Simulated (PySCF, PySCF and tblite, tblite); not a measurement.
# C₂H₇FSi₂: conformers and averaged spectra, part 2 of 2

PySCF and tblite. Atoms count from 0. Earlier steps stand in the parts before.

## (6) Single-point energy, conformer 1: B3LYP/def2-SVP in chloroform

Job settings and geometry (Å):

```
{"job": {"xc": "B3LYP", "basis": "def2-SVP", "solvent": "chloroform", "kind": "sp"}, "charge": 0, "multiplicity": 1}
C      2.062498    -0.788700    -0.253137
C      1.046344    -0.126298    -0.819021
Si    -0.144568     0.962006     0.132477
Si    -2.121834    -0.258299     0.447092
F     -3.248861     0.659666     1.192688
H      2.282412    -0.707976     0.817564
H      2.725846    -1.439430    -0.833747
H      0.884179    -0.251416    -1.897893
H      0.443347     1.308294     1.463557
H     -0.444640     2.216840    -0.623966
H     -2.691064    -0.710713    -0.858632
H     -1.866269    -1.456300     1.302406
```

What it wrote:

```text
coarse grid: 10848 points
cycle   1  E = -758.8245044657  dE =  8.208e-02  |g| = 6.190e-01  |ddm| = 3.283e+00
cycle   2  E = -758.7250928443  dE =  9.941e-02  |g| = 9.912e-01  |ddm| = 1.390e+00
cycle   3  E = -758.8975501383  dE = -1.725e-01  |g| = 6.798e-02  |ddm| = 8.831e-01
cycle   4  E = -758.8983975052  dE = -8.474e-04  |g| = 3.109e-02  |ddm| = 9.479e-02
cycle   5  E = -758.8986617483  dE = -2.642e-04  |g| = 3.963e-03  |ddm| = 3.230e-02
cycle   6  E = -758.8986640066  dE = -2.258e-06  |g| = 2.821e-03  |ddm| = 5.650e-03
final grid: 95480 points
cycle   7  E = -758.9985316998  dE = -5.409e-06  |g| = 6.074e-03  |ddm| = 1.468e-02
cycle   8  E = -758.9985115037  dE =  2.020e-05  |g| = 1.070e-02  |ddm| = 1.453e-02
cycle   9  E = -758.9985413852  dE = -2.988e-05  |g| = 7.004e-04  |ddm| = 9.172e-03
cycle  10  E = -758.9985415195  dE = -1.343e-07  |g| = 9.769e-05  |ddm| = 7.061e-04
cycle  11  E = -758.9985415215  dE = -1.910e-09  |g| = 4.807e-05  |ddm| = 1.405e-04
cycle  12  E = -758.9985415219  dE = -4.075e-10  |g| = 1.213e-05  |ddm| = 4.740e-05
converged SCF energy = -758.9985415219
```

Wall time 3.5 s (1 thread of Arm Neoverse V1, shared host); peak memory 0.6 GiB.

Key values: HOMO -7.29 eV, LUMO -0.82 eV; dipole 2.48 D.

## (7) Shieldings, conformer 2: WP04/pcSseg-1 in chloroform

Job settings and geometry (Å):

```
{"job": {"xc": "WP04", "basis": "pcSseg-1", "solvent": "chloroform", "kind": "nmr", "pop": false}, "charge": 0, "multiplicity": 1}
C      2.162135    -0.571009    -0.627212
C      1.078461     0.186342    -0.421355
Si    -0.221822    -0.186355     0.869928
Si    -2.244140    -0.748617    -0.178049
F     -2.728069     0.539623    -1.061503
H      2.371064    -1.460543    -0.022078
H      2.893701    -0.335750    -1.408290
H      0.924260     1.062383    -1.065202
H      0.222069    -1.342781     1.711680
H     -0.462086     0.999334     1.751071
H     -2.074828    -1.903089    -1.111010
H     -3.330377    -1.067007     0.797677
```

What it wrote:

```text
coarse grid: 10848 points
cycle   1  E = -769.3590615928  dE =  8.371e-02  |g| = 9.354e-01  |ddm| = 3.100e+00
cycle   2  E = -769.0847934875  dE =  2.743e-01  |g| = 1.584e+00  |ddm| = 1.785e+00
cycle   3  E = -769.5041699077  dE = -4.194e-01  |g| = 1.354e-01  |ddm| = 1.302e+00
cycle   4  E = -769.5068341338  dE = -2.664e-03  |g| = 6.035e-02  |ddm| = 1.429e-01
cycle   5  E = -769.5077698198  dE = -9.357e-04  |g| = 8.230e-03  |ddm| = 5.482e-02
cycle   6  E = -769.5077836736  dE = -1.385e-05  |g| = 1.630e-03  |ddm| = 9.397e-03
cycle   7  E = -769.5077841671  dE = -4.936e-07  |g| = 3.672e-04  |ddm| = 2.080e-03
final grid: 95480 points
cycle   8  E = -769.5516341488  dE = -1.940e-05  |g| = 4.968e-03  |ddm| = 1.717e-02
cycle   9  E = -769.5516313055  dE =  2.843e-06  |g| = 5.885e-03  |ddm| = 9.164e-03
cycle  10  E = -769.5516404058  dE = -9.100e-06  |g| = 5.581e-04  |ddm| = 5.111e-03
cycle  11  E = -769.5516404541  dE = -4.833e-08  |g| = 1.685e-04  |ddm| = 5.465e-04
cycle  12  E = -769.5516404584  dE = -4.253e-09  |g| = 5.942e-05  |ddm| = 1.391e-04
cycle  13  E = -769.5516404591  dE = -7.487e-10  |g| = 2.217e-05  |ddm| = 6.736e-05
converged SCF energy = -769.5516404591

GIAO shielding tensors (ppm)
atom      isotropic    diamagn.    paramagn.     s11        s22        s33       span
  0 C       28.172     254.394    -226.221   -100.609     38.159    146.967    247.575
  1 C       37.112     263.059    -225.946    -82.148     27.864    165.621    247.769
  2 Si     397.393     883.900    -486.507    363.017    392.627    436.534     73.517
  3 Si     331.024     879.195    -548.171    253.473    326.013    413.585    160.112
  4 F      423.753     473.687     -49.934    395.789    419.040    456.430     60.641
  5 H       25.489      31.166      -5.678     21.913     25.074     29.480      7.567
  6 H       25.430      28.940      -3.510     22.241     24.912     29.137      6.895
  7 H       25.472      33.005      -7.533     23.408     24.985     28.024      4.616
  8 H       28.222      30.972      -2.751     25.476     27.069     32.120      6.645
  9 H       27.838      30.310      -2.472     25.300     26.013     32.202      6.901
 10 H       26.855      29.356      -2.502     23.950     25.941     30.673      6.723
 11 H       26.785      27.997      -1.213     23.693     25.776     30.885      7.192
```

It took 9.1 s on 1 thread of Arm Neoverse V1, shared host; peak memory 0.73 GiB.

Key values: HOMO -8.72 eV, LUMO -2.57 eV; dipole 2.07 D.

## (8) Single-point energy, conformer 2: B3LYP/def2-SVP in chloroform

The job, as its differences from that of step 7:

```diff
@@ -1,2 +1,2 @@
-{"job": {"xc": "WP04", "basis": "pcSseg-1", "solvent": "chloroform", "kind": "nmr", "pop": false}, "charge": 0, "multiplicity": 1}
+{"job": {"xc": "B3LYP", "basis": "def2-SVP", "solvent": "chloroform", "kind": "sp"}, "charge": 0, "multiplicity": 1}
 C      2.162135    -0.571009    -0.627212
```

What it wrote:

```text
coarse grid: 10848 points
cycle   1  E = -758.8229348327  dE =  8.331e-02  |g| = 6.235e-01  |ddm| = 3.279e+00
cycle   2  E = -758.7152029058  dE =  1.077e-01  |g| = 1.013e+00  |ddm| = 1.387e+00
cycle   3  E = -758.8975683196  dE = -1.824e-01  |g| = 6.679e-02  |ddm| = 8.869e-01
cycle   4  E = -758.8983670306  dE = -7.987e-04  |g| = 3.117e-02  |ddm| = 9.234e-02
cycle   5  E = -758.8986332126  dE = -2.662e-04  |g| = 2.659e-03  |ddm| = 3.203e-02
cycle   6  E = -758.8986354557  dE = -2.243e-06  |g| = 6.370e-04  |ddm| = 4.162e-03
final grid: 95480 points
cycle   7  E = -758.9986778069  dE = -1.074e-05  |g| = 3.448e-03  |ddm| = 1.314e-02
cycle   8  E = -758.9986761199  dE =  1.687e-06  |g| = 4.446e-03  |ddm| = 7.566e-03
cycle   9  E = -758.9986809389  dE = -4.819e-06  |g| = 4.961e-04  |ddm| = 4.212e-03
cycle  10  E = -758.9986809911  dE = -5.217e-08  |g| = 1.043e-04  |ddm| = 4.621e-04
cycle  11  E = -758.9986809937  dE = -2.631e-09  |g| = 4.607e-05  |ddm| = 1.466e-04
cycle  12  E = -758.9986809943  dE = -5.341e-10  |g| = 1.409e-05  |ddm| = 5.201e-05
converged SCF energy = -758.9986809943
```

It took 3.5 s on 1 thread of Arm Neoverse V1, shared host; peak memory 0.61 GiB.

In short: HOMO -7.30 eV, LUMO -0.68 eV; dipole 1.80 D.

## (9) The ensemble: properties at WP04/pcSseg-1 in chloroform

Job settings and geometry (Å):

```
{"job": {"study": "conf", "smiles": "C=C[SiH2][SiH2]F", "search": {"seed": 2959, "n_embed": 90, "ff_keep": 18, "window": 3.0, "nmax": 6, "temps": [200, 250, 298.15, 350, 400], "t_ref": 298.15, "order": 0.002, "geom": true}, "level": {"nmr": {"xc": "WP04", "basis": "pcSseg-1", "solvent": "chloroform"}, "sp": {"xc": "B3LYP", "basis": "def2-SVP", "solvent": "chloroform"}}, "kind": "conf"}, "charge": 0, "multiplicity": 1}
C      2.162135    -0.571009    -0.627212
C      1.078461     0.186342    -0.421355
Si    -0.221822    -0.186355     0.869928
Si    -2.244140    -0.748617    -0.178049
F     -2.728069     0.539623    -1.061503
H      2.371064    -1.460543    -0.022078
H      2.893701    -0.335750    -1.408290
H      0.924260     1.062383    -1.065202
H      0.222069    -1.342781     1.711680
H     -0.462086     0.999334     1.751071
H     -2.074828    -1.903089    -1.111010
H     -3.330377    -1.067007     0.797677
```

What it wrote:

```text
conformer  sym    E(xTB)   E(DFT)   G(298.15 K)  weight  dipole/D
    1     C1      0.000    0.041    0.376   0.3466    2.476
    2     C1      0.434    0.000    0.000   0.6534    1.799

mean shielding (ppm) by class
class atoms           200 K      250 K   298.15 K      350 K      400 K
  0 C  0             27.724      27.72     27.717     27.714     27.713
  1 C  1             37.975     37.984      37.99     37.994     37.997
  2 Si 2             397.98    397.986     397.99    397.993    397.995
  3 Si 3            332.989    333.009    333.022    333.032     333.04
  4 F  4            422.383    422.369     422.36    422.353    422.348
  5 H  5             25.505     25.505     25.505     25.505     25.505
  6 H  6             25.445     25.445     25.445     25.445     25.445
  7 H  7             25.579      25.58      25.58     25.581     25.581
  8 H  8,9           27.994     27.993     27.993     27.993     27.993
  9 H  10,11         26.855     26.856     26.856     26.856     26.856
```

It took 28 s on 1 thread of Arm Neoverse V1, shared host. This counts the runs that the step sums up.

The search (ETKDG and KDG, MMFF94s, GFN2-xTB) embedded 90 structures, kept 2 distinct ones after the force field and 2 after xTB; 2 were carried on (window 3.0 kcal/mol at the search's own energies). Energies: B3LYP/def2-SVP in chloroform with D3(BJ).

Conformer by conformer (298 K):

```tsv
no.	group	mirror pair	ΔE xTB	ΔE DFT	ΔG	weight (%)	μ (D)	C0–C1–Si2–Si3 (°)	C1–Si2–Si3–F4 (°)	A, B, C (GHz)
1	C1	yes	0.00	0.04	0.38	34.7	2.48	-102	-176	7.88, 1.28, 1.18
2	C1	yes	0.43	0.00	0.00	65.3	1.80	-113	-61	5.66, 1.43, 1.31
```

Energies in kcal/mol. ΔG holds xTB vibrations and rotation, symmetry numbers and mirror pairs.

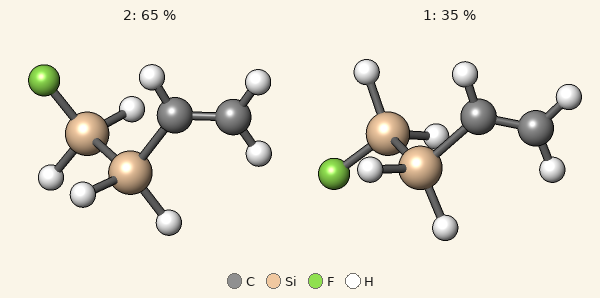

Conformers, most populated first.

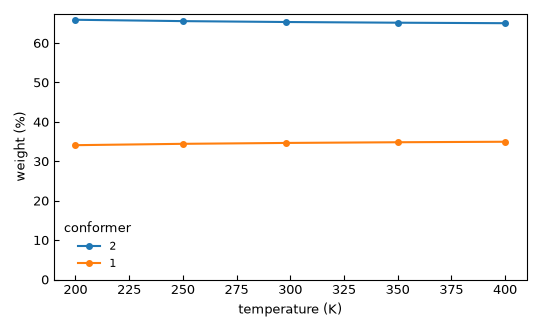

Weights against temperature.

How the weights hang on the way they are made:

```tsv
scheme	2	1	mean μ (D)
DFT free energy	65	35	2.03
DFT energy, symmetry counted	52	48	2.13
DFT energy alone	52	48	2.13
xTB energy, symmetry counted	32	68	2.26
xTB free energy	46	54	2.17
lowest conformer only	100	0	1.80
equal weights	50	50	2.14
conformers found from three starts alone	100	0	1.80
```

Shifts against references run at the same level ($^{19}$F CFCl3 180.0, $^{29}$Si TMS 338.6, $^{1}$H TMS 31.55, $^{13}$C TMS 173.1 ppm of shielding), by class of atoms, at 298 K:

```tsv
atoms	environment	no. 2	no. 1	average
C0	terminal =CH2 carbon	144.9	146.3	145.4
C1	alkene CH	136.0	133.5	135.1
H6	hydrogen on a terminal =CH2 carbon	6.12	6.07	6.10
H5	hydrogen on a terminal =CH2 carbon	6.06	6.01	6.04
H7	hydrogen on an alkene CH	6.08	5.76	5.97
H10, H11	hydrogen on a silicon bonded to F, Si	4.73	4.62	4.69
H8, H9	hydrogen on a silicon bonded to C, Si	3.52	3.62	3.55
Si3	silicon bonded to F, Si, 2 H	7.6	1.9	5.6
Si2	silicon bonded to C, Si, 2 H	-58.7	-60.5	-59.3
F4	fluorine bonded to Si	-243.8	-239.8	-242.4
```

Effective distances for nuclear Overhauser effects, ⟨r⁻⁶⟩^(−1/6) over all pairs of two classes (Å): H5···H6 1.86; H6···H7 2.44; H5···H8 3.08; H5···H7 3.09; H7···H8 3.33; H8···H10 3.82; H7···H10 4.28.

## (10) Summary of results

This closing draws on all 2 parts.

| quantity | value |
| --- | --- |
| conformers | 2; the first in weight is no. 2 (C1), 65 % at 298 K |
| root-mean-square dipole | 2.06 D |
| averaged $^{13}$C shifts (WP04/pcSseg-1 in chloroform) | 145.4, 135.1 ppm |
| averaged $^{1}$H shifts (WP04/pcSseg-1 in chloroform) | 6.10, 6.04, 5.97, 4.69, 3.55 ppm |
| averaged $^{19}$F shifts (WP04/pcSseg-1 in chloroform) | -242.4 ppm |

In words: At 298 K conformer 2 holds 65 % of the ensemble (66 % at 200 K, 65 % at 400 K). Among conformers over 5 %, H7 differs by 0.31 ppm, while the average moves by 0.00 ppm from 200 to 400 K.
